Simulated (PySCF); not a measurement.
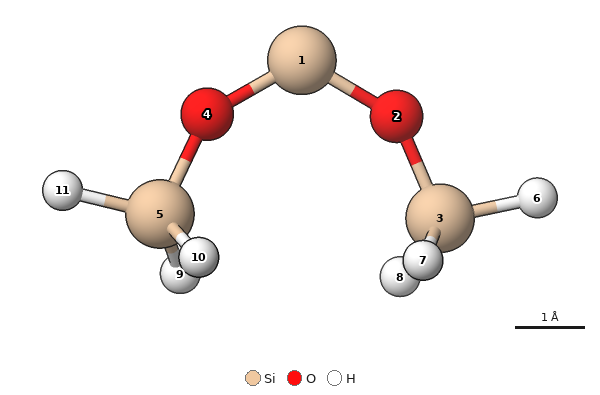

**Figure 1.** The starting structure (ball-and-stick view, seen on its broad side; atoms are numbered from 1 in the order of the input). Bond lengths as drawn: H–Si 1.46 to 1.48 Å and O–Si 1.61 to 1.62 Å.

# Si$_{3}$H$_{6}$O$_{2}$: geometry relaxation

- system: Si$_{3}$H$_{6}$O$_{2}$, multiplicity 3
- method: PBE0-D3(BJ)/def2-SVP geometry optimisation, gas phase (PySCF 2.14.0)

The program's output:
```
step   0  E = -1021.61624528  max force = 0.037838
step   1  E = -1021.62684885  max force = 0.003370
step   2  E = -1021.62711987  max force = 0.001118
step   3  E = -1021.62713481  max force = 0.000407
optimisation converged
```

Trajectory as extended XYZ (Å, eV, eV/Å), 4 frames, from step=0 to step=3:
```
11
Properties=species:S:1:pos:R:3:forces:R:3 step=0 energy=-27799.59401
Si   -0.7816   -0.2293   -1.8449   -1.0399  -0.3209  -1.9457
O     0.7652    0.1679   -1.6844    0.2244   0.0932  -0.6600
Si    1.9213    0.4690   -0.5969    1.0469   0.2038   0.1572
O    -1.6952   -0.4265   -0.5354   -0.6154  -0.1387  -0.0642
Si   -1.7237   -0.4213    1.0873   -0.2411   0.1032   0.6208
H     3.0668    0.7185   -1.4774    0.6685   0.1650   0.1268
H     1.5702    1.6273    0.2259   -0.0768   0.4895   0.3556
H     2.1150   -0.6921    0.2762    0.1507  -0.4238   0.3644
H    -0.7447   -1.3862    1.6033    0.2442  -0.3884   0.2846
H    -1.3451    0.9179    1.5794    0.0011   0.3214   0.2345
H    -3.1155   -0.7738    1.3772   -0.3626  -0.1042   0.5260
11
Properties=species:S:1:pos:R:3:forces:R:3 step=1 energy=-27799.88255
Si   -0.8138   -0.2376   -1.9051   -0.1009  -0.0390  -0.1345
O     0.7777    0.1710   -1.7293    0.0297   0.0242  -0.0233
Si    1.9968    0.4862   -0.6496   -0.0042  -0.0271  -0.1733
O    -1.7393   -0.4361   -0.5500   -0.0447  -0.0047   0.0234
Si   -1.8010   -0.4381    1.1081    0.0035   0.0464  -0.1519
H     3.2141    0.7566   -1.4550    0.1141   0.0304   0.0421
H     1.6455    1.6620    0.1880   -0.0115   0.1366   0.0857
H     2.2025   -0.6865    0.2405    0.0518  -0.1119   0.0879
H    -0.8265   -1.4235    1.6482    0.0398  -0.1196   0.0757
H    -1.4325    0.9091    1.6261   -0.0250   0.0852   0.0604
H    -3.1909   -0.7916    1.4884   -0.0525  -0.0205   0.1076
11
Properties=species:S:1:pos:R:3:forces:R:3 step=2 energy=-27799.88993
Si   -0.8172   -0.2419   -1.9112   -0.0308  -0.0214  -0.0456
O     0.7777    0.1703   -1.7390    0.0523   0.0260   0.0201
Si    2.0034    0.4882   -0.6629   -0.0155  -0.0109  -0.0064
O    -1.7446   -0.4372   -0.5535   -0.0147   0.0082   0.0575
Si   -1.8089   -0.4393    1.1066    0.0274   0.0101  -0.0285
H     3.2376    0.7675   -1.4470    0.0016   0.0014   0.0160
H     1.6511    1.6693    0.1824    0.0061   0.0067  -0.0109
H     2.2175   -0.6885    0.2339    0.0089  -0.0025  -0.0116
H    -0.8430   -1.4385    1.6572   -0.0201  -0.0138  -0.0036
H    -1.4421    0.9098    1.6357   -0.0205  -0.0019  -0.0059
H    -3.1989   -0.7882    1.5082    0.0055  -0.0019   0.0190
11
Properties=species:S:1:pos:R:3:forces:R:3 step=3 energy=-27799.89033
Si   -0.8169   -0.2460   -1.9110   -0.0052  -0.0167  -0.0100
O     0.7786    0.1702   -1.7397    0.0138   0.0169   0.0126
Si    2.0055    0.4895   -0.6655   -0.0107  -0.0068   0.0045
O    -1.7453   -0.4376   -0.5521    0.0011   0.0149   0.0209
Si   -1.8109   -0.4396    1.1076    0.0102  -0.0031  -0.0079
H     3.2400    0.7741   -1.4468    0.0001   0.0001   0.0002
H     1.6526    1.6703    0.1804    0.0019  -0.0019  -0.0073
H     2.2263   -0.6886    0.2279    0.0009   0.0012  -0.0078
H    -0.8535   -1.4465    1.6589   -0.0075  -0.0029  -0.0043
H    -1.4425    0.9086    1.6369   -0.0058  -0.0009  -0.0045
H    -3.2012   -0.7828    1.5136    0.0011  -0.0007   0.0035
```

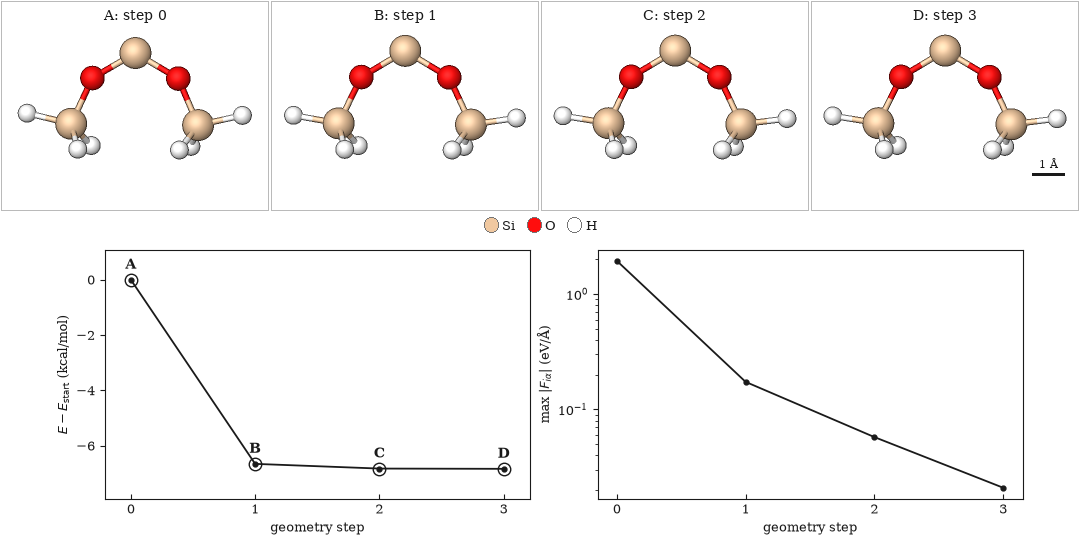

**Figure 2.** Frames of the relaxation (ball-and-stick view, seen at a tilt) above the curves, on which the letters mark them (steps are counted from 0).

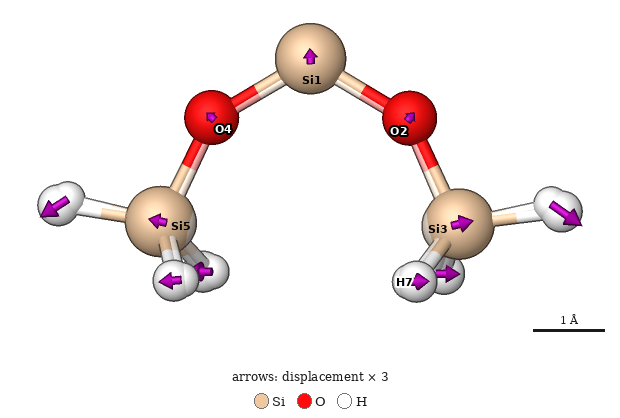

**Figure 3.** Start (faint) and end (solid) with the displacements as pink arrows, magnified 3 times (ball-and-stick view, seen at a tilt). The two geometries are laid on each other by the best rigid fit. After 3 geometry steps the energy has fallen by 6.83 kcal/mol. Largest force component: 1.9 eV/Å at the start, 0.021 eV/Å at the end. The largest move after the best rigid fit is that of H6, 0.19 Å. Largest moves by element: H 0.19 Å, Si 0.11 Å, O 0.06 Å. Among the contacts that change: Si1–O2 1.605 → 1.658 Å, O2–Si3 1.615 → 1.662 Å, Si3–H7 1.464 → 1.495 Å, Si3–H6 1.466 → 1.488 Å. Among the angles that change: O2–Si3–H6 100.8° → 108.0°, O4–Si5–H11 102.3° → 108.0°, H9–Si5–H11 113.9° → 110.0°. (Atoms are counted from 1 in the order of the input.)

The run was set up as follows.

The input:
```
{"job": {"xc": "PBE0", "basis": "def2-SVP", "d3": "d3bj", "grid": 2, "kind": "geom", "shake": 0.01}, "charge": 0, "multiplicity": 3}
Si    -0.781604    -0.229326    -1.844846
O      0.765244     0.167931    -1.684402
Si     1.921259     0.468986    -0.596951
O     -1.695233    -0.426464    -0.535411
Si    -1.723687    -0.421258     1.087323
H      3.066777     0.718483    -1.477371
H      1.570229     1.627316     0.225869
H      2.115026    -0.692060     0.276177
H     -0.744685    -1.386179     1.603302
H     -1.345137     0.917845     1.579371
H     -3.115501    -0.773774     1.377237
```

The first line tells a small driver script what to run in PySCF; the rest is the geometry in Å.

Command:
```bash
OMP_NUM_THREADS=1 python <driver script> task.json out
```

Key numbers:

- outcome: converged
- total energy: −1021.627135 hartree
- ⟨S²⟩: 2.002
- dipole moment: 0.58 D
- point group: C2v
- hardware: 1 CPU thread, shared host
- wall time: 47 s
- peak memory: 0.58 GiB
